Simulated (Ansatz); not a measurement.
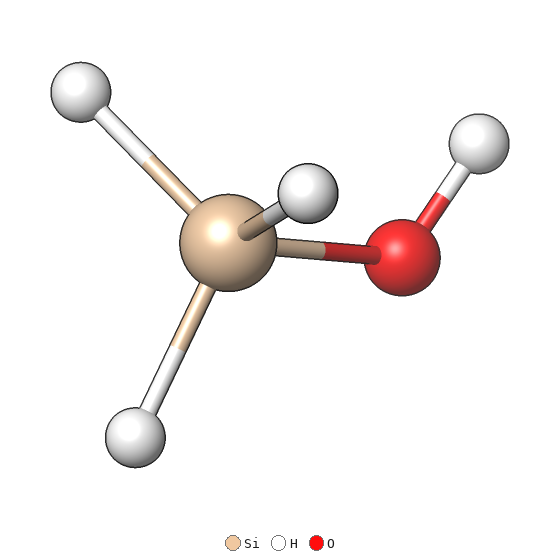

Ball-and-stick drawing of a structure.

Computed geometry: PBE0-D4/def2-TZVP optimisation.

Give the formula.

Answer. H₄OSi, 6 atoms: 4 hydrogen, 1 oxygen and 1 silicon.

Count the bonded pairs by element.

Answer. 3 Si–H, 1 O–Si, 1 O–H. Sticks follow a distance rule.

The parts below concern this one geometry. Atoms keep their numbers from picture to picture.

Geometry

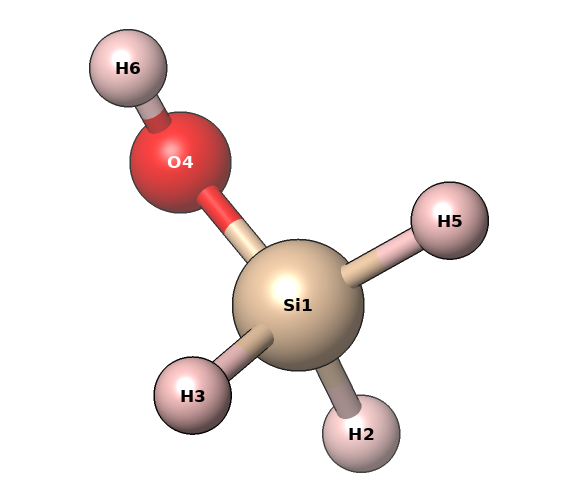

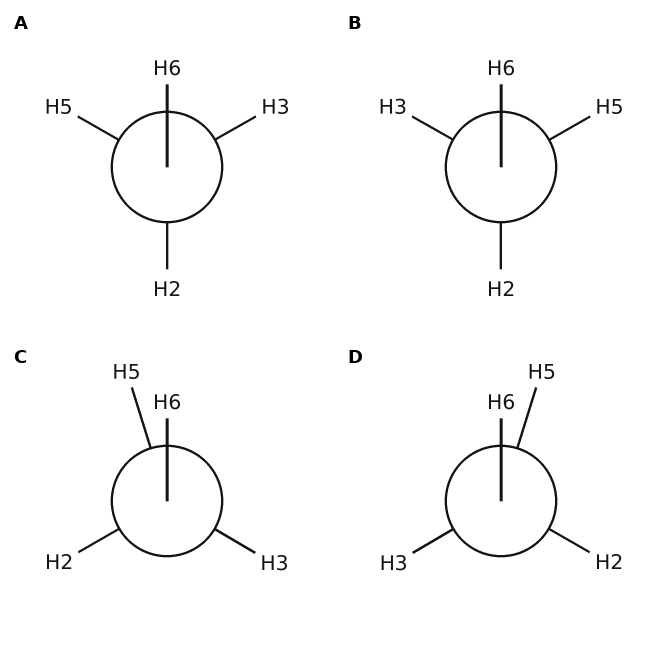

Distant atoms are faded towards the background colour. Bonds that would overlap in a projection are set slightly apart.

Which Newman projection shows the view along O4–Si1, with O4 in front?

Answer. A. The torsion angle H6–O4–Si1–H2 is 180°, antiperiplanar (anti).

Electronic properties

Method: RKS PBE0-D4/def2-TZVPP (Ansatz 0.2.0).

Estimate the LUMO energy (Kohn–Sham orbital).

Answer. 0.04 eV.

Estimate the HOMO energy (Kohn–Sham orbital).

Answer. −8.73 eV.

Charges

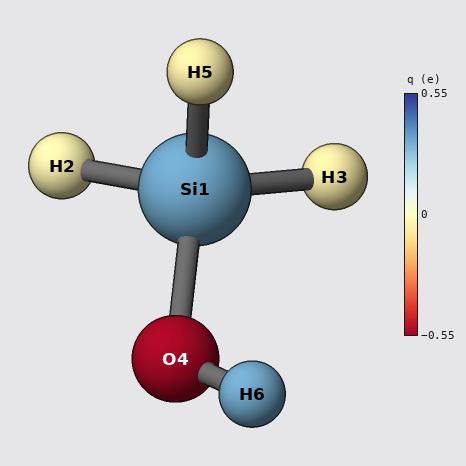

Atoms are coloured by their Mulliken charges. Method: RKS PBE0-D4/def2-TZVP (Ansatz 0.2.0).

Which atom carries the highest charge (most positive or least negative)?

Answer. Si1 (0.33 e).

And the lowest?

Answer. O4 (−0.53 e).

Give the Mulliken charges atom by atom.

```tsv
atom	value (e)
Si1	0.33
H2	−0.03
H3	−0.05
O4	−0.53
H5	−0.05
H6	0.32
```

Thermal motion

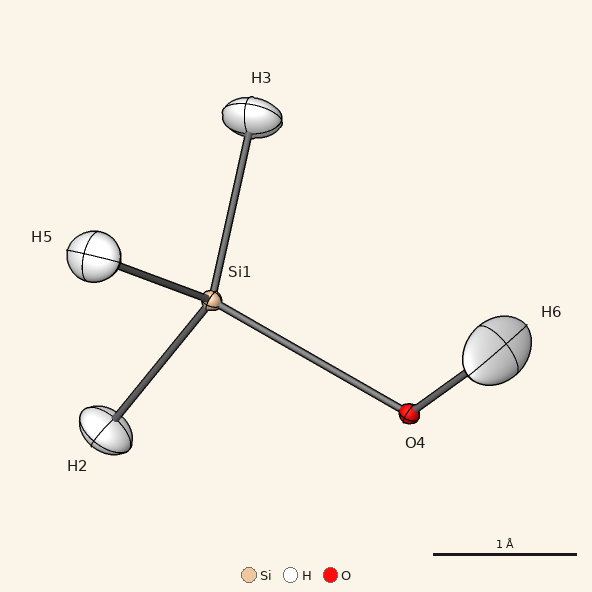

Displacement ellipsoids at the 50 % level, from the internal vibrations of the free molecule (harmonic, no overall translation or rotation; no half-axis is drawn under 0.075 Å). Vibrations computed with RKS PBE0-D4/def2-TZVP (Ansatz 0.2.0). Temperature: 100 K.

Which atom has the largest mean-square displacement?

Answer. H6, with U_eq = 0.0338 Å².

Does H6 move more along its bond or across it?

Answer. Across it: the root-mean-square amplitude is 0.065 Å along the bond and up to 0.280 Å across, since bending and torsion are softer than stretching.

List U_eq and the three principal root-mean-square amplitudes for each kind of atom.

| atom | U_eq (Å²) | rms amplitudes (Å) |
| --- | --- | --- |
| Si1 | 0.00016 | 0.011, 0.011, 0.016 |
| H2 | 0.0135 | 0.085, 0.120, 0.137 |
| H3, H5 | 0.0136 | 0.086, 0.116, 0.141 |
| O4 | 0.00048 | 0.012, 0.022, 0.028 |
| H6 | 0.0338 | 0.065, 0.138, 0.280 |

Mulliken values depend strongly on the basis set and can even reverse the polarity of a bond.
